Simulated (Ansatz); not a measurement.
# TiAl: energy over volume and cell shape, part 2 of 2

A grid of calculations on TiAl (P4/mmm, No. 123; 2 atoms in the cell), to see where the energy is lowest and how it rises around there.

Ansatz 0.2.0; DFT PBEsol, scalar-relativistic, plane waves, PAW. The steps go on from the part before.

### Step 5. Plan of the scan

The energy is mapped over volume and the cell's shape.

The axes are (1) volume per atom: 9 values from 13.88 to 17.67 Å³; (2) c/a of the conventional cell: 9 values from 1.281 to 1.630.

Nothing else is relaxed (symmetry fixes all fractional coordinates). Energies count from the relaxed crystal. Points are written as (first, second).

Of the runs on the grid, 8 are shown in the steps below; the others differ only in the two coordinates.

### Step 6. The run at (16.72 Å³, 1.360)

input.yaml reads:

```yaml
crystal:
  lattice:
    - [2.9077062536, 0.0, 0.0]
    - [0.0, 2.9077062536, 0.0]
    - [0.0, 0.0, 3.9556435875]
  atoms:
    - { symbol: Ti, position: [0.0, 0.0, 0.0] }
    - { symbol: Al, position: [0.5, 0.5, 0.5] }
basis:
  ecutwfc: 520.0
kpoints:
  mp_grid: { grid: [18, 18, 12] }
hamiltonian:
  xc: pbesol
scf:
  occupations: { method: gaussian, width: 0.15 }
output:
  forces: true
  stress: true
  eigenvalues: true
```

Started as:

```bash
ansatz run input.yaml --threads 1 --pin off --max-ram 2048MiB --backend cpu --events-out ev --progress --plain --runs-dir out
```

The log of the run, cut to the lines that bear on the results:

```text
Warning: RAYON_NUM_THREADS=1 ignored (pool sized by the plan → 1); use --threads N
[...]
Pseudopotentials: kind: paw
Pseudopotential: Ti, paw, valence charge 12, recommended cutoff 420 eV (normal), Ti.paw.azcp
Pseudopotential: Al, paw, valence charge 3, recommended cutoff 420 eV (normal), Al.paw.azcp
Functional definition: PBEsol
[...]
Crystal: 2 atoms, lattice volume = 33.444 Å³
Basis set: ecut = 520 eV, 895 PW (Γ), exchange–correlation on 48×48×60 points (8 copies of the dense FFT grid, shifted against one another)
Bands: 12, of which v1, the nominal top of the filled ones, is band 8 counted from 1 (7 counted from 0)
Symmetry: 16 space group operations
Space group: P4/mmm (ITA 123), of the structure as read, at distance tolerance 3.2e-5 Å
k-points: 385 of 3888
[...]
SCF iter   1: F=—  HF=-2999.221318 eV  |F-HF|=—  |Δ(HF+E_count)|=         —  Δρ=3.52e-3  dr2=3.56e-3  ethr=1.77e-3  ⟨swp⟩=5.0  Hψ=23054  notcnv=0
[...]
SCF iter   6: F=-2999.220164 eV  HF=-2999.220164 eV  |F-HF|=4.82e-10  |Δ(HF+E_count)|=   2.07e-8  Δρ=3.44e-6  dr2=1.55e-9  ethr=6.67e-10  ⟨swp⟩=4.2  Hψ=13217  notcnv=0
[...]
SCF converged after 6 iterations
Free energy (F): -2999.220164 eV
[...]
E sigma→0 (E₀):  -2999.209233 eV
Entropy (-TS):   -0.021862 eV (-10.931 meV/atom)
Fermi energy:    10.528135 eV
[...]
--- Forces (eV/Å), atoms counted from 1 ---
  atom   1  Ti    -0.00000000     0.00000000     0.00000000
  atom   2  Al     0.00000000     0.00000000     0.00000000
[...]
--- Stress (GPa, compression-positive) ---
       -7.634627       0.000000       0.000000
        0.000000      -7.634627       0.000000
        0.000000       0.000000      -3.712139
  P = ⅓ Tr σ = -6.3271 GPa (-63.271 kbar)
--- Band table (eV; the first three rows and the last of 385) ---
  k-point 0: bands = ["-45.9379", "-22.4215", "-22.0637", "-22.0637", "1.6476", "8.8306", "9.6984", "10.7156", "12.4835", "12.4835", "13.4779", "17.0686"]
[...]
```

It took 4.7 s on 1 thread of Intel Xeon 6975P-C (Granite Rapids), shared host; peak memory 0.53 GiB.

That is 28 meV/atom from the zero.

### Step 7. Point (14.83 Å³, 1.320)

Changes to input.yaml since step 6:

```diff
@@ -2,5 +2,5 @@
   lattice:
-    - [2.9077062536, 0.0, 0.0]
-    - [0.0, 2.9077062536, 0.0]
-    - [0.0, 0.0, 3.9556435875]
+    - [2.8217767008, 0.0, 0.0]
+    - [0.0, 2.8217767008, 0.0]
+    - [0.0, 0.0, 3.7247452451]
   atoms:
```

Started as:

```bash
ansatz run input.yaml --threads 1 --pin off --max-ram 2048MiB --backend cpu --events-out ev --progress --plain --runs-dir out
```

The log of the run, cut to the lines that bear on the results:

```text
Warning: RAYON_NUM_THREADS=1 ignored (pool sized by the plan → 1); use --threads N
[...]
[... 4 set-up lines as earlier in the session ...]
[...]
Crystal: 2 atoms, lattice volume = 29.658 Å³
Basis set: ecut = 520 eV, 821 PW (Γ), exchange–correlation on 48×48×60 points (8 copies of the dense FFT grid, shifted against one another)
Bands: 12, of which v1, the nominal top of the filled ones, is band 8 counted from 1 (7 counted from 0)
[... 1 set-up line as earlier in the session ...]
Space group: P4/mmm (ITA 123), of the structure as read, at distance tolerance 3.1e-5 Å
k-points: 385 of 3888
[...]
SCF iter   1: F=—  HF=-2999.198447 eV  |F-HF|=—  |Δ(HF+E_count)|=         —  Δρ=3.48e-3  dr2=5.13e-3  ethr=1.77e-3  ⟨swp⟩=5.0  Hψ=23095  notcnv=0
[...]
SCF iter   6: F=-2999.196641 eV  HF=-2999.196641 eV  |F-HF|=4.65e-9  |Δ(HF+E_count)|=   4.90e-8  Δρ=5.39e-6  dr2=8.89e-9  ethr=6.67e-10  ⟨swp⟩=4.4  Hψ=13947  notcnv=0
[...]
SCF converged after 6 iterations
Free energy (F): -2999.196641 eV
[...]
E sigma→0 (E₀):  -2999.186931 eV
Entropy (-TS):   -0.019420 eV (-9.710 meV/atom)
Fermi energy:    12.145018 eV
[...]
--- Forces (eV/Å), atoms counted from 1 ---
  atom   1  Ti     0.00000000     0.00000000     0.00000000
  atom   2  Al     0.00000000     0.00000000     0.00000000
[...]
--- Stress (GPa, compression-positive) ---
        6.192072       0.000000       0.000000
        0.000000       6.192072       0.000000
        0.000000       0.000000      11.996581
  P = ⅓ Tr σ = 8.1269 GPa (81.269 kbar)
--- Band table (eV; the first three rows and the last of 385) ---
  k-point 0: bands = ["-44.0518", "-20.5554", "-20.1457", "-20.1457", "2.7383", "10.2394", "11.1076", "12.9051", "14.3475", "14.3475", "15.4552", "19.9879"]
[...]
```

It took 4.4 s on 1 thread of Intel Xeon 6975P-C (Granite Rapids), shared host; peak memory 0.52 GiB.

On the map this point reads 40 meV/atom.

### Step 8. Grid point (16.25 Å³, 1.360)

Changes to input.yaml since step 7:

```diff
@@ -2,5 +2,5 @@
   lattice:
-    - [2.8217767008, 0.0, 0.0]
-    - [0.0, 2.8217767008, 0.0]
-    - [0.0, 0.0, 3.7247452451]
+    - [2.8800277368, 0.0, 0.0]
+    - [0.0, 2.8800277368, 0.0]
+    - [0.0, 0.0, 3.9179897332]
   atoms:
@@ -20 +20,5 @@
   eigenvalues: true
+  write_density: true
+  write_potential: true
+  elf: true
+  volumetric_format: npy
```

Started as:

```bash
ansatz run input.yaml --threads 1 --pin off --max-ram 2048MiB --backend cpu --events-out ev --progress --plain --runs-dir out
```

The log of the run, cut to the lines that bear on the results:

```text
[...]
SCF converged after 6 iterations
Free energy (F): -2999.249242 eV
[...]
E sigma→0 (E₀):  -2999.238655 eV
Entropy (-TS):   -0.021175 eV (-10.587 meV/atom)
Fermi energy:    10.894801 eV
[...]
--- Forces (eV/Å), atoms counted from 1 ---
  atom   1  Ti    -0.00000000     0.00000000     0.00000000
  atom   2  Al     0.00000000    -0.00000000     0.00000000
[...]
--- Stress (GPa, compression-positive) ---
       -4.765771       0.000000       0.000000
        0.000000      -4.765771       0.000000
        0.000000       0.000000      -0.823353
  P = ⅓ Tr σ = -3.4516 GPa (-34.516 kbar)
--- Band table (eV; the first three rows and the last of 385) ---
  k-point 0: bands = ["-45.5041", "-21.9942", "-21.6173", "-21.6173", "1.8883", "9.1391", "10.0267", "11.1277", "12.9222", "12.9222", "13.9566", "17.6660"]
[...]
```

Wall time 6 s (1 thread of Intel Xeon 6975P-C (Granite Rapids), shared host); peak memory 0.51 GiB.

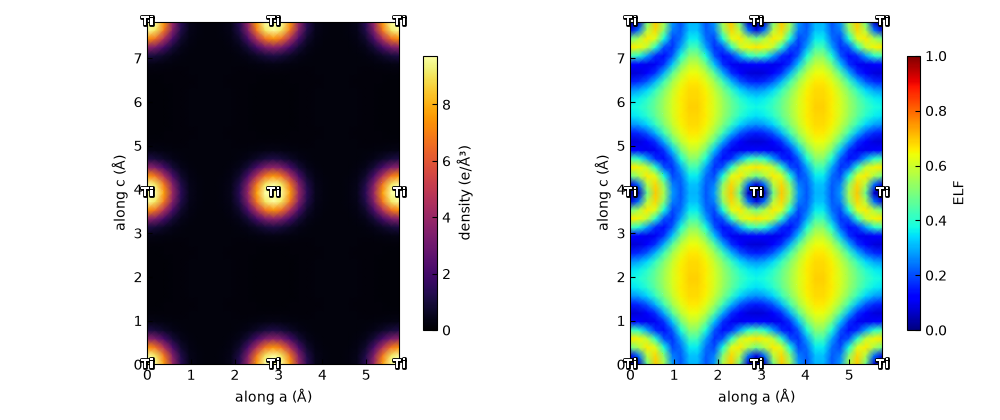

Density (left) and ELF (right) in a lattice plane of the grid's cell (edges 2.88 and 3.92 Å, at 0.000 of the third edge), which holds Ti. Only atoms in the plane are labelled. Both are smooth fields of the valence electrons: close to the nuclei they are not physical.

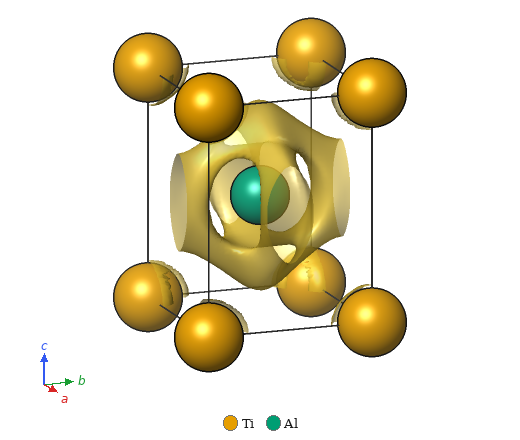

Surface of ELF = 0.63, drawn in one cell.

Maxima of ELF outside the ion cores: 0.75 beside Al, off the lines to its neighbours, 1.2 Å from Al; 0.69 on the Al–Al line, 1.4 Å from Al.

That is 14 meV/atom from the zero.

### Step 9. The run at (14.36 Å³, 1.281)

input.yaml reads:

```yaml
crystal:
  lattice:
    - [2.819642462, 0.0, 0.0]
    - [0.0, 2.819642462, 0.0]
    - [0.0, 0.0, 3.6113980653]
  atoms:
    - { symbol: Ti, position: [0.0, 0.0, 0.0] }
    - { symbol: Al, position: [0.5, 0.5, 0.5] }
basis:
  ecutwfc: 520.0
kpoints:
  mp_grid: { grid: [18, 18, 12] }
hamiltonian:
  xc: pbesol
scf:
  occupations: { method: gaussian, width: 0.15 }
output:
  forces: true
  stress: true
  eigenvalues: true
```

Started as:

```bash
ansatz run input.yaml --threads 1 --pin off --max-ram 2048MiB --backend cpu --events-out ev --progress --plain --runs-dir out
```

The log of the run, cut to the lines that bear on the results:

```text
[...]
SCF converged after 6 iterations
Free energy (F): -2999.109399 eV
[...]
E sigma→0 (E₀):  -2999.099718 eV
Entropy (-TS):   -0.019362 eV (-9.681 meV/atom)
Fermi energy:    12.630238 eV
[...]
--- Forces (eV/Å), atoms counted from 1 ---
  atom   1  Ti    -0.00000000     0.00000000     0.00000000
  atom   2  Al     0.00000000    -0.00000000    -0.00000000
[...]
--- Stress (GPa, compression-positive) ---
       10.675579       0.000000       0.000000
        0.000000      10.675579       0.000000
        0.000000       0.000000      18.269673
  P = ⅓ Tr σ = 13.2069 GPa (132.069 kbar)
--- Band table (eV; the first three rows and the last of 385) ---
  k-point 0: bands = ["-43.5084", "-20.0084", "-19.6144", "-19.6144", "3.0788", "10.6865", "11.4911", "13.8478", "14.8579", "14.8579", "15.9373", "20.4856"]
[...]
```

It took 4.4 s on 1 thread of Intel Xeon 6975P-C (Granite Rapids), shared host; peak memory 0.52 GiB.

On the map this point reads 84 meV/atom.

### Step 10. The run at (15.78 Å³, 1.402)

Changes to input.yaml since step 9:

```diff
@@ -2,5 +2,5 @@
   lattice:
-    - [2.819642462, 0.0, 0.0]
-    - [0.0, 2.819642462, 0.0]
-    - [0.0, 0.0, 3.6113980653]
+    - [2.8232113015, 0.0, 0.0]
+    - [0.0, 2.8232113015, 0.0]
+    - [0.0, 0.0, 3.9584245659]
   atoms:
```

Started as:

```bash
ansatz run input.yaml --threads 1 --pin off --max-ram 2048MiB --backend cpu --events-out ev --progress --plain --runs-dir out
```

The log of the run, cut to the lines that bear on the results:

```text
Warning: RAYON_NUM_THREADS=1 ignored (pool sized by the plan → 1); use --threads N
[...]
[... 4 set-up lines as earlier in the session ...]
[...]
Crystal: 2 atoms, lattice volume = 31.551 Å³
Basis set: ecut = 520 eV, 855 PW (Γ), exchange–correlation on 48×48×60 points (8 copies of the dense FFT grid, shifted against one another)
Bands: 12, of which v1, the nominal top of the filled ones, is band 8 counted from 1 (7 counted from 0)
[... 2 set-up lines as earlier in the session ...]
k-points: 385 of 3888
[...]
SCF iter   1: F=—  HF=-2999.273921 eV  |F-HF|=—  |Δ(HF+E_count)|=         —  Δρ=3.93e-3  dr2=4.39e-3  ethr=1.77e-3  ⟨swp⟩=5.0  Hψ=22993  notcnv=0
[...]
SCF iter   6: F=-2999.272380 eV  HF=-2999.272380 eV  |F-HF|=5.81e-10  |Δ(HF+E_count)|=   2.29e-8  Δρ=2.89e-6  dr2=7.73e-10  ethr=6.67e-10  ⟨swp⟩=4.2  Hψ=13387  notcnv=0
[...]
SCF converged after 6 iterations
Free energy (F): -2999.272380 eV
[...]
E sigma→0 (E₀):  -2999.262245 eV
Entropy (-TS):   -0.020269 eV (-10.135 meV/atom)
Fermi energy:    11.260282 eV
[...]
--- Forces (eV/Å), atoms counted from 1 ---
  atom   1  Ti    -0.00000000    -0.00000000     0.00000000
  atom   2  Al    -0.00000000    -0.00000000     0.00000000
[...]
--- Stress (GPa, compression-positive) ---
       -0.775163       0.000000       0.000000
        0.000000      -0.775163       0.000000
        0.000000       0.000000       1.482970
  P = ⅓ Tr σ = -0.0225 GPa (-0.225 kbar)
--- Band table (eV; the first three rows and the last of 385) ---
  k-point 0: bands = ["-45.0557", "-21.5590", "-21.1275", "-21.1275", "2.1226", "9.3843", "10.3718", "11.2265", "13.4306", "13.4306", "14.5580", "17.9554"]
[...]
```

Wall time 4.5 s (1 thread of Intel Xeon 6975P-C (Granite Rapids), shared host); peak memory 0.53 GiB.

That is 2.3 meV/atom from the zero.

### Step 11. Grid point (15.78 Å³, 1.582)

Changes to input.yaml since step 10:

```diff
@@ -2,5 +2,5 @@
   lattice:
-    - [2.8232113015, 0.0, 0.0]
-    - [0.0, 2.8232113015, 0.0]
-    - [0.0, 0.0, 3.9584245659]
+    - [2.7120332438, 0.0, 0.0]
+    - [0.0, 2.7120332438, 0.0]
+    - [0.0, 0.0, 4.2896229817]
   atoms:
```

Started as:

```bash
ansatz run input.yaml --threads 1 --pin off --max-ram 2048MiB --backend cpu --events-out ev --progress --plain --runs-dir out
```

The log of the run, cut to the lines that bear on the results:

```text
[...]
SCF converged after 6 iterations
Free energy (F): -2999.227731 eV
[...]
E sigma→0 (E₀):  -2999.217715 eV
Entropy (-TS):   -0.020031 eV (-10.015 meV/atom)
Fermi energy:    11.286688 eV
[...]
--- Forces (eV/Å), atoms counted from 1 ---
  atom   1  Ti    -0.00000000     0.00000000     0.00000000
  atom   2  Al     0.00000000    -0.00000000     0.00000000
[...]
--- Stress (GPa, compression-positive) ---
        2.889460       0.000000       0.000000
        0.000000       2.889460       0.000000
        0.000000       0.000000      -5.606890
  P = ⅓ Tr σ = 0.0573 GPa (0.573 kbar)
--- Band table (eV; the first three rows and the last of 385) ---
  k-point 0: bands = ["-44.9983", "-21.4950", "-20.9602", "-20.9602", "1.9994", "9.0816", "10.0191", "10.3580", "13.7570", "13.7570", "15.0098", "16.5685"]
[...]
```

It took 4.5 s on 1 thread of Intel Xeon 6975P-C (Granite Rapids), shared host; peak memory 0.53 GiB.

On the map this point reads 25 meV/atom.

### Step 12. The run at (17.20 Å³, 1.489)

Changes to input.yaml since step 11:

```diff
@@ -2,5 +2,5 @@
   lattice:
-    - [2.7120332438, 0.0, 0.0]
-    - [0.0, 2.7120332438, 0.0]
-    - [0.0, 0.0, 4.2896229817]
+    - [2.8476922245, 0.0, 0.0]
+    - [0.0, 2.8476922245, 0.0]
+    - [0.0, 0.0, 4.2407832608]
   atoms:
```

Started as:

```bash
ansatz run input.yaml --threads 1 --pin off --max-ram 2048MiB --backend cpu --events-out ev --progress --plain --runs-dir out
```

The log of the run, cut to the lines that bear on the results:

```text
[...]
SCF converged after 6 iterations
Free energy (F): -2999.189003 eV
[...]
E sigma→0 (E₀):  -2999.178139 eV
Entropy (-TS):   -0.021729 eV (-10.864 meV/atom)
Fermi energy:    10.155495 eV
[...]
--- Forces (eV/Å), atoms counted from 1 ---
  atom   1  Ti    -0.00000000     0.00000000     0.00000000
  atom   2  Al     0.00000000     0.00000000     0.00000000
[...]
--- Stress (GPa, compression-positive) ---
       -7.913582       0.000000       0.000000
        0.000000      -7.913582       0.000000
        0.000000       0.000000     -10.340612
  P = ⅓ Tr σ = -8.7226 GPa (-87.226 kbar)
--- Band table (eV; the first three rows and the last of 385) ---
  k-point 0: bands = ["-46.3369", "-22.8299", "-22.4071", "-22.4071", "1.3532", "8.2804", "9.3782", "9.4220", "12.2326", "12.2326", "13.3065", "15.5273"]
[...]
```

Run time: 5.1 s. Hardware: 1 thread of Intel Xeon 6975P-C (Granite Rapids), shared host; peak memory 0.54 GiB.

On the map this point reads 44 meV/atom.

### Step 13. The run at (16.25 Å³, 1.582)

Changes to input.yaml since step 12:

```diff
@@ -2,5 +2,5 @@
   lattice:
-    - [2.8476922245, 0.0, 0.0]
-    - [0.0, 2.8476922245, 0.0]
-    - [0.0, 0.0, 4.2407832608]
+    - [2.7389083912, 0.0, 0.0]
+    - [0.0, 2.7389083912, 0.0]
+    - [0.0, 0.0, 4.3321314024]
   atoms:
```

Started as:

```bash
ansatz run input.yaml --threads 1 --pin off --max-ram 2048MiB --backend cpu --events-out ev --progress --plain --runs-dir out
```

The log of the run, cut to the lines that bear on the results:

```text
[...]
SCF converged after 6 iterations
Free energy (F): -2999.217987 eV
[...]
E sigma→0 (E₀):  -2999.207767 eV
Entropy (-TS):   -0.020439 eV (-10.220 meV/atom)
Fermi energy:    10.896580 eV
[...]
--- Forces (eV/Å), atoms counted from 1 ---
  atom   1  Ti    -0.00000000    -0.00000000     0.00000000
  atom   2  Al     0.00000000     0.00000000     0.00000000
[...]
--- Stress (GPa, compression-positive) ---
       -0.544288       0.000000       0.000000
        0.000000      -0.544288       0.000000
        0.000000       0.000000      -8.727370
  P = ⅓ Tr σ = -3.2720 GPa (-32.720 kbar)
--- Band table (eV; the first three rows and the last of 385) ---
  k-point 0: bands = ["-45.4521", "-21.9449", "-21.4386", "-21.4386", "1.7491", "8.7389", "9.6194", "10.0085", "13.2809", "13.2809", "14.4852", "15.9773"]
[...]
```

It took 5.1 s on 1 thread of Intel Xeon 6975P-C (Granite Rapids), shared host; peak memory 0.54 GiB.

On the map this point reads 30 meV/atom.

### Step 14. All points together

81 points were computed. Energies in meV/atom, from the relaxed crystal:

```
c/a of the conventional cell ↓, volume per atom (Å³) →  13.88  14.36  14.83  15.30  15.78  16.25  16.72  17.20  17.67
                                                 1.630    149    101     68     50     45     49     63     85    113
                                                 1.582    129     80     48     30     25     30     44     65     94
                                                 1.535    116     67     34     16     11     16     30     52     81
                                                 1.489    108     59     26      8      3      8     22     44     73
                                                 1.445    105     56     24      6      0      5     19     42     71
                                                 1.402    107     58     26      8      2      7     22     44     73
                                                 1.360    111     63     31     14      9     14     28     51     80
                                                 1.320    120     72     40     23     18     24     38     61     90
                                                 1.281    132     84     53     36     31     36     51     74    103
```

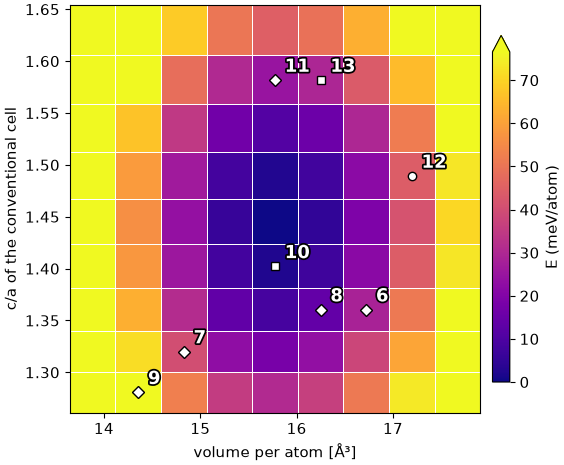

The map; numbers mark the steps of this session that print a point's run. Drawn: one coloured cell a grid point, one colour for all values above the top of the scale.

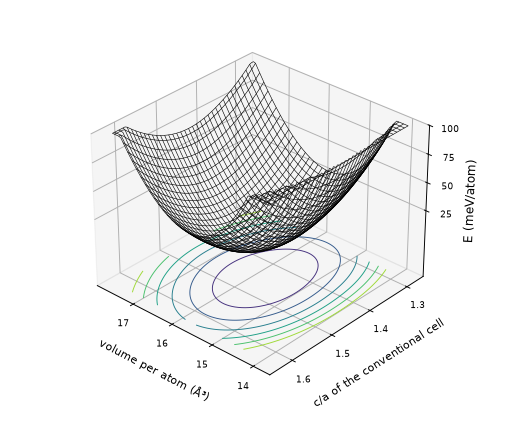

The same map in relief. Drawn: a relief with its contours projected below, any walls above the top of the colour scale cut off.

The pressure (GPa) at each point:

| c/a of the conventional cell ↓, volume per atom (Å³) → | 13.88 | 14.36 | 14.83 | 15.30 | 15.78 | 16.25 | 16.72 | 17.20 | 17.67 |
| --- | --- | --- | --- | --- | --- | --- | --- | --- | --- |
| 1.630 | 19.5 | 13.5 | 8.4 | 3.9 | 0.1 | −3.2 | −6.0 | −8.5 | −10.6 |
| 1.582 | 19.5 | 13.5 | 8.4 | 3.9 | 0.1 | −3.3 | −6.1 | −8.6 | −10.8 |
| 1.535 | 19.6 | 13.6 | 8.4 | 3.9 | 0.0 | −3.3 | −6.2 | −8.7 | −10.8 |
| 1.489 | 19.7 | 13.6 | 8.4 | 3.9 | 0.0 | −3.3 | −6.2 | −8.7 | −10.9 |
| 1.445 | 19.7 | 13.6 | 8.4 | 3.9 | 0.0 | −3.3 | −6.2 | −8.7 | −10.9 |
| 1.402 | 19.6 | 13.5 | 8.3 | 3.9 | 0.0 | −3.4 | −6.3 | −8.8 | −10.9 |
| 1.360 | 19.4 | 13.4 | 8.2 | 3.7 | −0.1 | −3.5 | −6.3 | −8.8 | −10.9 |
| 1.320 | 19.3 | 13.3 | 8.1 | 3.7 | −0.2 | −3.5 | −6.4 | −8.8 | −11.0 |
| 1.281 | 19.2 | 13.2 | 8.1 | 3.6 | −0.2 | −3.5 | −6.4 | −8.8 | −11.0 |

### Step 15. Outcome

The summary covers parts 1 to 2. Changes of volume or cell count from the first structure of part 1.

```
              quantity                                                                             value
          relaxed cell         a = 2.795 Å, b = 2.795 Å, c = 4.039 Å, α = 90.00°, β = 90.00°, γ = 90.00°
  space group (0.01 Å)                                                                  P4/mmm (No. 123)
                volume                                                                     15.78 Å³/atom
          lowest point                                                     (15.78 Å³, 1.445), 0 meV/atom
highest computed point                                  (13.88 Å³, 1.630), 149 meV/atom above the lowest
        pressure (GPa)  −11.0 at (17.67 Å³, 1.320) to 19.7 at (13.88 Å³, 1.445); 0.0 at the lowest point
   time for all points                                                  6.9 min on 1 thread, shared host
```

In words: Relaxation lowered the volume by 3.4 %. That is more than thermal expansion of the reported cell explains. The lowest computed point is at (15.78 Å³, 1.445), which is the relaxed crystal itself. No other kind of well shows on this grid. The highest computed point, (13.88 Å³, 1.630), lies 149 meV/atom above the lowest. Round the minimum the two coordinates are nearly uncoupled.
